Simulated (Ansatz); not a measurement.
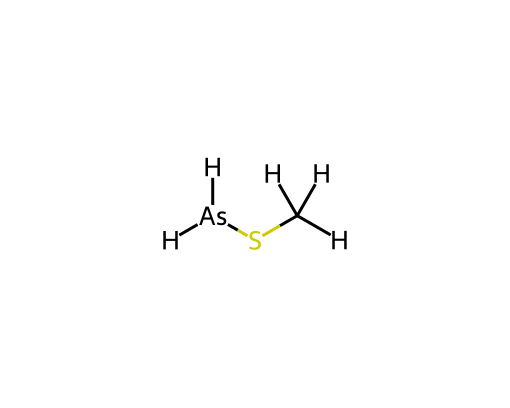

2D structure.

Question: Transcribe the drawing into SMILES.

Answer: CS[AsH2]

Question: Give the formula, hydrogens included.

Answer: CH5AsS.

Question: An optimisation with PBE0-D4/def2-TZVP gave a structure of which point group?

Answer: Cs.

More results for the same structure follow; atom numbers are the same in all pictures, views and colours differ. The geometry was computed by an optimisation with PBE0-D4/def2-TZVP.

**Electronic properties**

Level of theory: RKS HSE06 (plane-wave form)-D4/def2-TZVPP (Ansatz 0.2.0).

Question: What is the dispersion correction?

Answer: −12.7 kJ/mol.

Question: Give the HOMO energy (Kohn–Sham orbital) at this level.

Answer: −6.33 eV.

Question: Estimate the LUMO energy (Kohn–Sham orbital).

Answer: −0.85 eV.

**Charges**

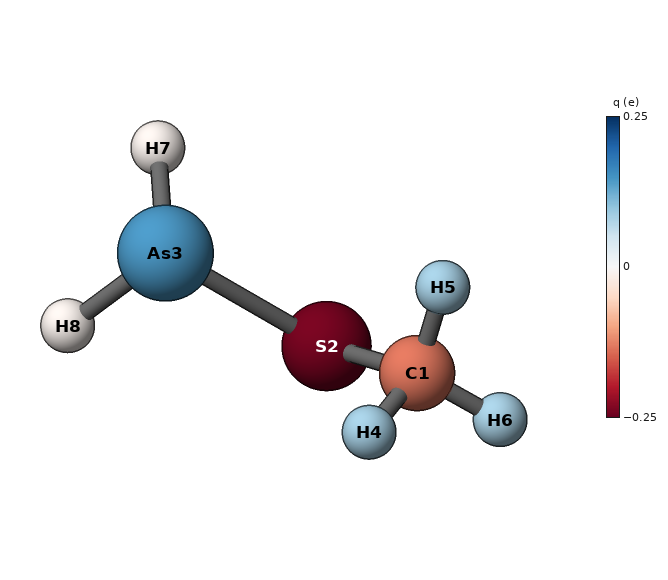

Atoms are coloured by their Mulliken charges. Method: RKS r2SCAN-D4/def2-TZVPP (Ansatz 0.2.0).

Question: Which atom carries the highest charge (most positive or least negative)?

Answer: As3 (0.14 e).

Question: And the lowest?

Answer: S2 (−0.24 e).

Give the Mulliken charges atom by atom.

```
atom  value (e)
  C1      −0.13
  S2      −0.24
 As3       0.14
  H4       0.08
  H5       0.08
  H6       0.08
  H7      −0.01
  H8      −0.01
```

**Dipole moment**

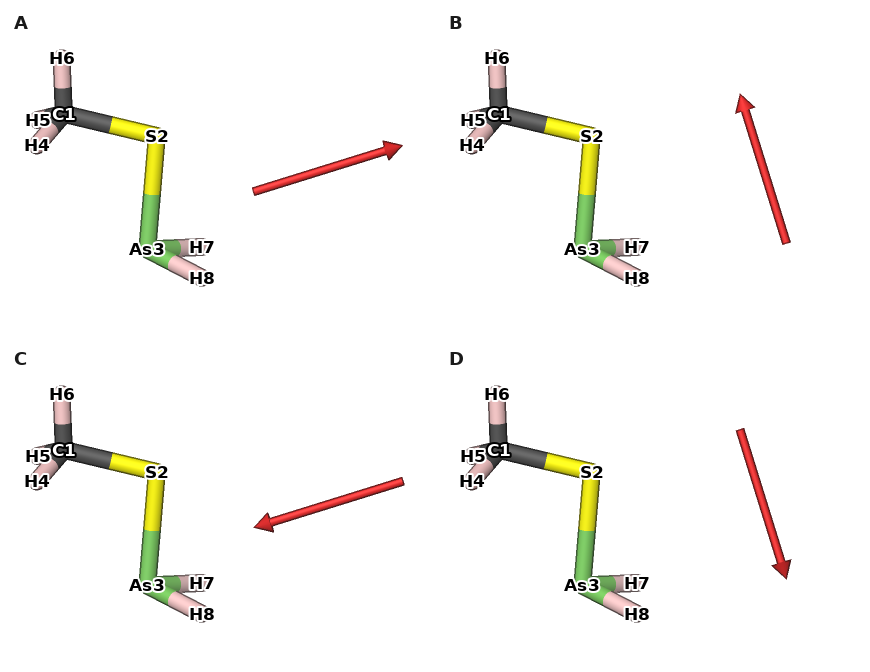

The same molecule four times, each with an arrow. Properties computed with RKS PBE0-D4/def2-TZVP (Ansatz 0.2.0).

Question: Which arrow points along the dipole moment, from the negative to the positive end?

Answer: C. The dipole moment is 1.10 D; it points from the side of S2, H7, H8 to the side of H4, H5 (the outermost atoms at the two ends).

**Vibrations**

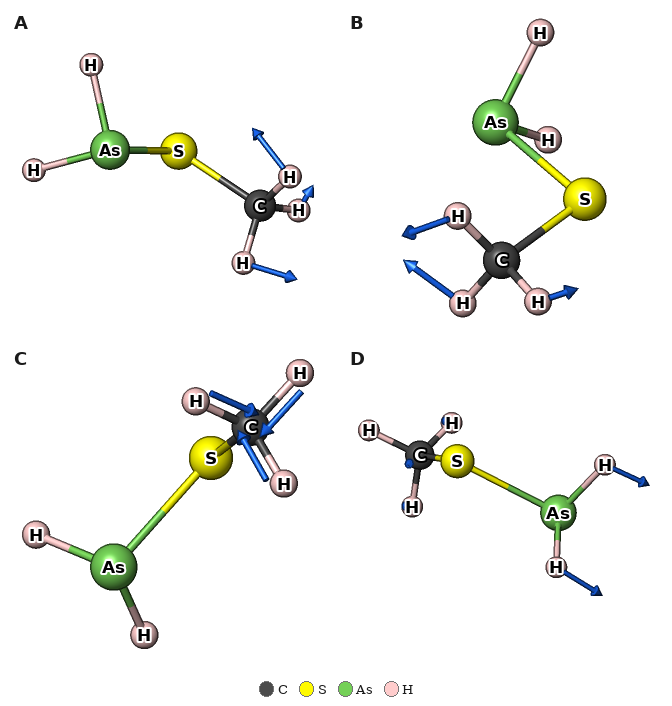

4 normal modes of one molecule or complex, as arrows. Harmonic vibrations computed with RKS PBE0-D4/def2-TZVP (Ansatz 0.2.0) at a stationary point of the same level.

Question: Match the panels to the wavenumbers 707 cm⁻¹, 972 cm⁻¹, 1473 cm⁻¹, 3060 cm⁻¹.

Answer: A: 972 cm⁻¹, H–C–S bending
B: 1473 cm⁻¹, H–C–H bending
C: 3060 cm⁻¹, in-phase stretching of 3 C–H bonds
D: 707 cm⁻¹

Mulliken values depend strongly on the basis set and can even reverse the polarity of a bond.
